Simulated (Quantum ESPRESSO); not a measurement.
# CaCu2O3: which magnetic order is lowest, part 2 of 2

Wanted: the moments of CaCu2O3 and the energy of each order that was tried.

Quantum ESPRESSO 7.5; LDA; plane waves with GBRV 1.5 LDA potentials, no spin-orbit coupling.

So far: The starting structure; Start 1: ferro ++++.

### 3. Start 2: antiferro +−+−

Input file pw.in:

```
&CONTROL
  calculation = 'scf'
  prefix = 'pwscf'
  outdir = './tmp'
  pseudo_dir = './pseudo'
  disk_io = 'nowf'
/
&SYSTEM
  ibrav = 0
  celldm(1) = 8
  nat = 12
  ntyp = 4
  ecutwfc = 40
  ecutrho = 280
  nbnd = 83
  occupations = 'smearing'
  smearing = 'fd'
  degauss = 0.00367493
  nspin = 2
  starting_magnetization(1) = 0
  starting_magnetization(2) = 0.0526
  starting_magnetization(3) = -0.0526
  starting_magnetization(4) = 0
/
&ELECTRONS
  conv_thr = 2.4d-08
  electron_maxstep = 150
  mixing_beta = 0.3
/
ATOMIC_SPECIES
Ca     40.0780 ca_lda_v1.uspp.F.UPF
Cu1    63.5460 cu_lda_v1.2.uspp.F.UPF
Cu2    63.5460 cu_lda_v1.2.uspp.F.UPF
O      15.9990 o_lda_v1.2.uspp.F.UPF
CELL_PARAMETERS alat
   0.9770552554932    0.0000000000000    0.0000000000000
   0.0000000000000    2.3831938507858    0.0000000000000
   0.0000000000000    0.0000000000000    0.8624875383828
ATOMIC_POSITIONS crystal
Ca      0.0000000000    0.0000000000    0.3877780000
Ca      0.5000000000    0.5000000000    0.6122220000
Cu1     0.0000000000    0.6637030000    0.1252790000
Cu2     0.0000000000    0.3362970000    0.1252790000
Cu1     0.5000000000    0.8362970000    0.8747210000
Cu2     0.5000000000    0.1637030000    0.8747210000
O       0.5000000000    0.0000000000    0.6327730000
O       0.0000000000    0.5000000000    0.3672270000
O       0.0000000000    0.1651180000    0.9115780000
O       0.5000000000    0.6651180000    0.0884220000
O       0.5000000000    0.3348820000    0.0884220000
O       0.0000000000    0.8348820000    0.9115780000
K_POINTS automatic
6 2 6 0 0 0
```

Command:

```console
OMP_NUM_THREADS=1 mpirun -n 4 pw.x -nk 4 -in pw.in > pw.out
```

The program printed:

```text
[banner, memory and clock lines left out]
Program PWSCF v.7.5 starts

     Message from routine setup:
     using ibrav=0 with symmetry is DISCOURAGED, use correct ibrav instead

     bravais-lattice index     =            0
     lattice parameter (alat)  =       8.0000  a.u.
     unit-cell volume          =    1028.2561 (a.u.)^3
     number of atoms/cell      =           12
     number of atomic types    =            4
     number of electrons       =       132.00
     number of Kohn-Sham states=           83
     kinetic-energy cutoff     =      40.0000  Ry
     charge density cutoff     =     280.0000  Ry
     scf convergence threshold =      2.4E-08
     mixing beta               =       0.3000
     number of iterations used =            8  plain     mixing
     Exchange-correlation= SLA  PZ   NOGX NOGC
                           (   1   1   0   0   0   0   0)

     celldm(1)=   8.000000  celldm(2)=   0.000000  celldm(3)=   0.000000
     celldm(4)=   0.000000  celldm(5)=   0.000000  celldm(6)=   0.000000

     crystal axes: (cart. coord. in units of alat)
               a(1) = (   0.977055   0.000000   0.000000 )
               a(2) = (   0.000000   2.383194   0.000000 )
               a(3) = (   0.000000   0.000000   0.862488 )

     reciprocal axes: (cart. coord. in units 2 pi/alat)
               b(1) = (  1.023484  0.000000  0.000000 )
               b(2) = (  0.000000  0.419605  0.000000 )
               b(3) = (  0.000000  0.000000  1.159437 )

     PseudoPot. # 1 for Ca read from file:
     ca_lda_v1.uspp.F.UPF
     Pseudo is Ultrasoft + core correction, Zval = 10.0

     PseudoPot. # 2 for Cu read from file:
     cu_lda_v1.2.uspp.F.UPF
     Pseudo is Ultrasoft + core correction, Zval = 19.0

     PseudoPot. # 3 for Cu read from file:
     cu_lda_v1.2.uspp.F.UPF
     Pseudo is Ultrasoft + core correction, Zval = 19.0

     PseudoPot. # 4 for O  read from file:
     o_lda_v1.2.uspp.F.UPF
     Pseudo is Ultrasoft + core correction, Zval =  6.0

     atomic species   valence    mass     pseudopotential
     Ca               10.00    40.07800     Ca( 1.00)
     Cu1              19.00    63.54600     Cu( 1.00)
     Cu2              19.00    63.54600     Cu( 1.00)
     O                 6.00    15.99900     O ( 1.00)

     Starting magnetic structure
     atomic species   magnetization
     Ca              0.000
     Cu1             0.053
     Cu2            -0.053
     O               0.000

      4 Sym. Ops., with inversion, found ( 2 have fractional translation)

   Cartesian axes

     site n.     atom                  positions (alat units)
         1        Ca     tau(   1) = (   0.0000000   0.0000000   0.3344537  )
         2        Ca     tau(   2) = (   0.4885276   1.1915969   0.5280338  )
         3        Cu1    tau(   3) = (   0.0000000   1.5817329   0.1080516  )
         4        Cu2    tau(   4) = (   0.0000000   0.8014609   0.1080516  )
         5        Cu1    tau(   5) = (   0.4885276   1.9930579   0.7544360  )
         6        Cu2    tau(   6) = (   0.4885276   0.3901360   0.7544360  )
         7        O      tau(   7) = (   0.4885276   0.0000000   0.5457588  )
         8        O      tau(   8) = (   0.0000000   1.1915969   0.3167287  )
         9        O      tau(   9) = (   0.0000000   0.3935082   0.7862247  )
        10        O      tau(  10) = (   0.4885276   1.5851051   0.0762629  )
        11        O      tau(  11) = (   0.4885276   0.7980887   0.0762629  )
        12        O      tau(  12) = (   0.0000000   1.9896856   0.7862247  )

     number of k points=    32  Fermi-Dirac smearing, width (Ry)=  0.0037
                       cart. coord. in units 2pi/alat
        k(    1) = (   0.0000000   0.0000000   0.0000000), wk =   0.0138889
        k(    2) = (   0.0000000   0.0000000   0.1932395), wk =   0.0277778
        k(    3) = (   0.0000000   0.0000000   0.3864790), wk =   0.0277778
        k(    4) = (   0.0000000   0.0000000  -0.5797185), wk =   0.0138889
        k(    5) = (   0.0000000  -0.2098025   0.0000000), wk =   0.0138889
        [... 27 further k-points ...]

     Dense  grid:    81341 G-vectors     FFT dimensions: (  48, 108,  40)

     Smooth grid:    35101 G-vectors     FFT dimensions: (  32,  80,  27)

     Check: negative core charge=   -0.000003
     Generating pointlists ...
     new r_m :   0.2196 (alat units)  1.7565 (a.u.) for type    1
     new r_m :   0.1825 (alat units)  1.4600 (a.u.) for type    2
     new r_m :   0.1825 (alat units)  1.4600 (a.u.) for type    3
     new r_m :   0.1825 (alat units)  1.4600 (a.u.) for type    4

     Initial potential from superposition of free atoms

     starting charge     127.9905, renormalised to     132.0000
     Starting wfcs are   96 randomized atomic wfcs

     Self-consistent Calculation

     iteration #  1     ecut=    40.00 Ry     beta= 0.30
     Davidson diagonalization with overlap
     ethr =  1.00E-02,  avg # of iterations =  2.2

     total energy              =   -1957.29160175 Ry
     estimated scf accuracy    <       3.15487065 Ry

     total magnetization       =     0.00 Bohr mag/cell
     absolute magnetization    =     1.90 Bohr mag/cell

     iteration #  2     ecut=    40.00 Ry     beta= 0.30
     Davidson diagonalization with overlap
     ethr =  2.39E-03,  avg # of iterations =  2.0

     total energy              =   -1957.96689923 Ry
     estimated scf accuracy    <       1.04413085 Ry

     total magnetization       =    -0.00 Bohr mag/cell
     absolute magnetization    =     0.67 Bohr mag/cell

     [... further iterations left out ...]

     iteration # 13     ecut=    40.00 Ry     beta= 0.30
     Davidson diagonalization with overlap
     ethr =  2.76E-10,  avg # of iterations =  2.0

     total energy              =   -1958.08595410 Ry
     estimated scf accuracy    <       0.00000009 Ry

     total magnetization       =     0.00 Bohr mag/cell
     absolute magnetization    =     0.00 Bohr mag/cell

     iteration # 14     ecut=    40.00 Ry     beta= 0.30
     Davidson diagonalization with overlap
     ethr =  6.89E-11,  avg # of iterations =  2.2

     Magnetic moment per site  (integrated on atomic sphere of radius R)
     atom   1 (R=0.220)  charge=  7.4463  magn= -0.0000
     atom   2 (R=0.220)  charge=  7.4463  magn= -0.0000
     atom   3 (R=0.183)  charge= 16.2210  magn=  0.0000
     atom   4 (R=0.183)  charge= 16.2211  magn= -0.0000
     atom   5 (R=0.183)  charge= 16.2210  magn=  0.0000
     atom   6 (R=0.183)  charge= 16.2211  magn= -0.0000
     atom   7 (R=0.183)  charge=  5.1483  magn=  0.0000
     atom   8 (R=0.183)  charge=  5.1483  magn=  0.0000
     atom   9 (R=0.183)  charge=  5.0748  magn= -0.0000
     atom  10 (R=0.183)  charge=  5.0748  magn=  0.0000
     atom  11 (R=0.183)  charge=  5.0748  magn= -0.0000
     atom  12 (R=0.183)  charge=  5.0748  magn=  0.0000

     End of self-consistent calculation

     [... lines left out ...]
     the Fermi energy is     8.6775 ev

!    total energy              =   -1958.08595412 Ry
     estimated scf accuracy    <       0.00000002 Ry
     smearing contrib. (-TS)   =      -0.00063193 Ry
     internal energy E=F+TS    =   -1958.08532219 Ry

     The total energy is F=E-TS. E is the sum of the following terms:
     one-electron contribution =   -1538.73768339 Ry
     hartree contribution      =     827.57054187 Ry
     xc contribution           =    -219.18621224 Ry
     ewald contribution        =   -1027.73196843 Ry

     total magnetization       =     0.00 Bohr mag/cell
     absolute magnetization    =     0.00 Bohr mag/cell

     convergence has been achieved in  14 iterations
```

Elapsed: 2.4 min, on 4 MPI ranks of Arm Neoverse V2, shared host; peak memory 1.2 GiB; 9.8 min of CPU time.

The spin moment in the atom's sphere vanishes on all atoms.

Read from the output:

| Quantity | Value |
| --- | --- |
| smearing term TS | 0.008598 eV |
| magnetization | 0 μB |
| absolute magnetization | 0 μB |
| final state | non-magnetic |

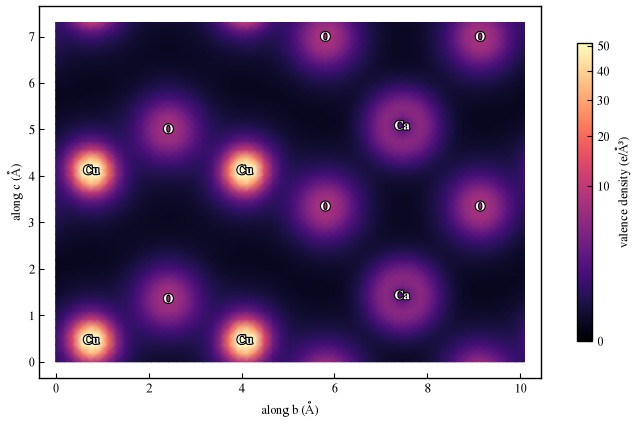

Valence density in the bc plane at fractional x = 0.000, with atoms of Ca and Cu and O within 0.2 Å of it. It is the smooth field of the valence electrons, not physical close to the nuclei. The map starts off the cell's origin, so that atoms lie inside it. The colour scale is stretched toward low values.

### 4. Run 3 (antiferro ++−−)

Edit pw.in of step 3 so:

```diff
@@ -42,4 +42,4 @@
 Cu1     0.0000000000    0.6637030000    0.1252790000
-Cu2     0.0000000000    0.3362970000    0.1252790000
-Cu1     0.5000000000    0.8362970000    0.8747210000
+Cu1     0.0000000000    0.3362970000    0.1252790000
+Cu2     0.5000000000    0.8362970000    0.8747210000
 Cu2     0.5000000000    0.1637030000    0.8747210000
```

The program printed:

```text
     [... lines left out ...]
Program PWSCF v.7.5 starts
     [... lines left out ...]
     number of atoms/cell      =           12
     [... lines left out ...]
     number of electrons       =       132.00
     number of Kohn-Sham states=           83
     kinetic-energy cutoff     =      40.0000  Ry
     charge density cutoff     =     280.0000  Ry
     scf convergence threshold =      2.4E-08
     [... lines left out ...]
      4 Sym. Ops. (no inversion) found
     [... lines left out ...]
     number of k points=    32  Fermi-Dirac smearing, width (Ry)=  0.0037
     [... lines left out ...]
     iteration # 14     ecut=    40.00 Ry     beta= 0.30
     [... lines left out ...]
     Magnetic moment per site  (integrated on atomic sphere of radius R)
     atom   1 (R=0.220)  charge=  7.4465  magn= -0.0000
     atom   2 (R=0.220)  charge=  7.4464  magn=  0.0000
     atom   3 (R=0.183)  charge= 16.2206  magn=  0.0000
     atom   4 (R=0.183)  charge= 16.2206  magn=  0.0000
     atom   5 (R=0.183)  charge= 16.2205  magn= -0.0000
     atom   6 (R=0.183)  charge= 16.2205  magn= -0.0000
     atom   7 (R=0.183)  charge=  5.1480  magn= -0.0000
     atom   8 (R=0.183)  charge=  5.1475  magn=  0.0000
     atom   9 (R=0.183)  charge=  5.0752  magn=  0.0000
     atom  10 (R=0.183)  charge=  5.0746  magn= -0.0000
     atom  11 (R=0.183)  charge=  5.0746  magn= -0.0000
     atom  12 (R=0.183)  charge=  5.0752  magn=  0.0000
     [... lines left out ...]
     the Fermi energy is     8.6775 ev
!    total energy              =   -1958.08595668 Ry
     estimated scf accuracy    <       0.00000002 Ry
     smearing contrib. (-TS)   =      -0.00063194 Ry
     [... lines left out ...]
     total magnetization       =    -0.00 Bohr mag/cell
     absolute magnetization    =     0.00 Bohr mag/cell
     convergence has been achieved in  14 iterations
```

It took 2.5 min on 4 MPI ranks; peak memory 1.1 GiB.

The spin moment in the atom's sphere vanishes on all atoms.

Numbers from this step:

| Property | Result |
| --- | --- |
| smearing term TS | 0.008598 eV |
| magnetization | 0 μB |
| absolute magnetization | 0 μB |
| final state | non-magnetic |

### 5. The states side by side

An order is kept where moments of 0.15 μB or more survive with the typed signs; meshes match where a doubled cell samples the same k points as the first cell.

Orders:

```
         start   final state  typed order kept  energy over the lowest (meV a seeded atom)  largest site moment (μB)  net moment (μB a cell of the first run)  mesh matched  CPU time (s)
    ferro ++++  non-magnetic                no                                    0.008689                         0                                        0           yes         548.6
antiferro +-+-  non-magnetic                no                                    0.008699                         0                                        0           yes         587.1
antiferro ++--  non-magnetic                no                                           0                         0                                        0           yes         588.4
```

### 6. What came out

```yaml
lowest_state_found: non-magnetic (from ferro ++++, antiferro +-+- and antiferro ++--)
largest_site_moment: 0 μB
```

In words: The lowest state carries no moment, and no start kept one. Only these 3 starts were compared; other wavevectors, canted and longer-period orders were not. No Hubbard term acts here. In such compounds local and semilocal functionals without one often delocalise the d electrons, and can shrink or lose moments and miss the size, sign and order of the couplings.

[Logs and program files are shortened in this print: banners, set-up blocks, solver, clock and traceback lines can be left out without a mark of their own.]

[Logs are printed without paths, hosts, clocks, repeated set-up lines and the standing remarks that a program may print on its own settings, such as how far it seeks lower states.]

[Hosts, paths, dates, database ids (printed as entryN), source tags and the programs' standing remarks are cut or masked in the printed files.]

[Where a cell is said to come from a database of computed structures, the database is the Materials Project.]
